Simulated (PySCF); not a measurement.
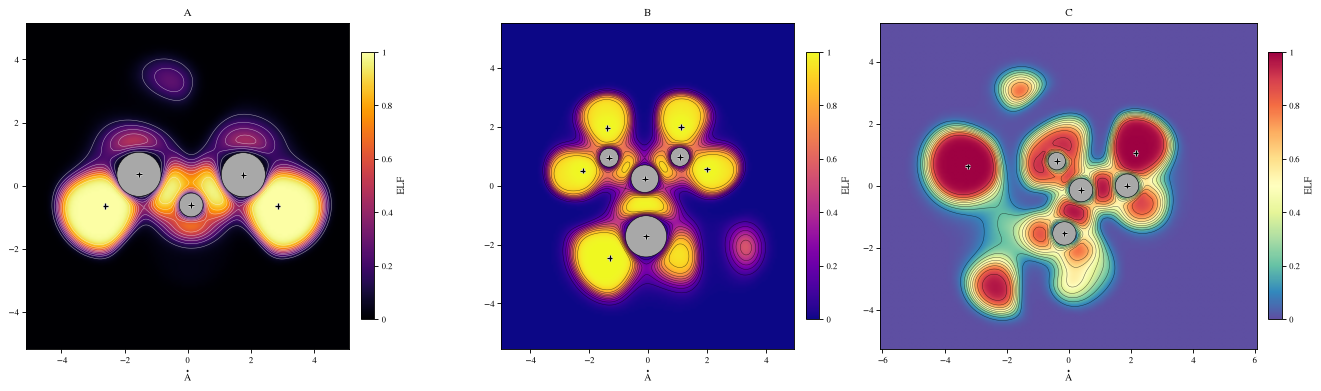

The electron localisation function of 3 systems, each on a plane through atoms (crosses mark nuclei in the plane; grey discs cover the cores).

These are results of PySCF 2.14.0, PBE0/pcSseg-1, SCF density, gas phase, non-relativistic, not measurements.

System 1: CH6BCl3Si2 (SMILES [SiH3][C@H](Cl)[SiH2]B(Cl)Cl), the plane of atoms C2, Si1 and H8. Geometry: GFN2-xTB.

```xyz
13

Si   -1.6515    0.3966    1.0406
C    -0.8490   -0.5942   -0.3839
Cl   -0.3770   -2.1934    0.3084
Si    0.7263    0.0877   -1.2417
B     2.2080    0.1939    0.0824
Cl    3.5023   -0.9330    0.0898
Cl    2.2441    1.4269    1.2845
H    -2.8301   -0.3431    1.4891
H    -0.6863    0.5190    2.1284
H    -2.0277    1.7029    0.5004
H    -1.5982   -0.8263   -1.1396
H     0.3298    1.3838   -1.8139
H     1.0051   -0.8203   -2.3622
```

System 2: C4H11O2PSi2 (SMILES CCC(=O)C(=O)[SiH2][SiH2]P), the plane of atoms O4, C3 and C5. Geometry: GFN2-xTB.

| atom | x (Å) | y (Å) | z (Å) |
| --- | --- | --- | --- |
| C | -2.1586 | 0.2825 | -1.2473 |
| C | -1.8612 | 1.2466 | -0.0954 |
| C | -0.6799 | 0.7404 | 0.6789 |
| O | 0.4276 | 1.2457 | 0.6457 |
| C | -0.8595 | -0.5662 | 1.3853 |
| O | -1.6556 | -0.7801 | 2.2662 |
| Si | 0.4914 | -1.8291 | 0.8014 |
| Si | 2.4412 | -0.5782 | 0.5443 |
| P | 2.1644 | 0.7608 | -1.2370 |
| H | -1.2838 | 0.1822 | -1.8872 |
| H | -2.4307 | -0.6993 | -0.8658 |
| H | -2.9833 | 0.6653 | -1.8434 |
| H | -1.6385 | 2.2410 | -0.4855 |
| H | -2.7212 | 1.2929 | 0.5768 |
| H | 0.4124 | -2.9014 | 1.7916 |
| H | -0.0709 | -2.3606 | -0.4501 |
| H | 3.5366 | -1.5219 | 0.2486 |
| H | 2.8552 | 0.1486 | 1.7477 |
| H | 2.5928 | 1.9105 | -0.6145 |
| H | 3.4166 | 0.5309 | -1.7895 |

System 3: BH12N3Si3 (SMILES NB(N)[SiH2]N([SiH3])[SiH3]), the plane of atoms B2, N3 and H10. Geometry: GFN2-xTB.

```xyz
19

N     2.0880   -1.0120    1.0083
B     1.7318    0.1723    0.3402
N     2.5856    0.6307   -0.6782
Si    0.0665    1.1030    0.7869
N    -1.2953    0.2488    0.0294
Si   -1.7884    0.6616   -1.5800
Si   -1.7643   -1.2862    0.6807
H     2.9014   -1.5611    0.7838
H     1.5274   -1.4228    1.7322
H     3.4239    0.1516   -0.9635
H     2.4115    1.4625   -1.2118
H    -0.0951    2.4964    0.3196
H    -0.3269    1.1594    2.2129
H    -1.5700    2.0948   -1.7664
H    -1.0080   -0.0804   -2.5840
H    -3.2059    0.3291   -1.7269
H    -1.5204   -1.2584    2.1239
H    -0.9871   -2.3871    0.0880
H    -3.1844   -1.4928    0.3975
```

Q: Which map belongs to which system?

A: Panel A is system 1, CH6BCl3Si2: the plane holds Si, C and H. C–Si (1.91 Å): the ELF peaks at about 0.95 between the atoms; localised, covalent bonding. Panel B is system 3, BH12N3Si3: the plane holds N, B, Si and H. B–N (1.41 Å): the ELF peaks at about 0.95 between the atoms, as expected for a short, strongly polar bond. Panel C is system 2, C4H11O2PSi2: the plane holds C, O and H. C–O (1.22 Å): the ELF peaks at about 0.85 between the atoms: a multiple bond.
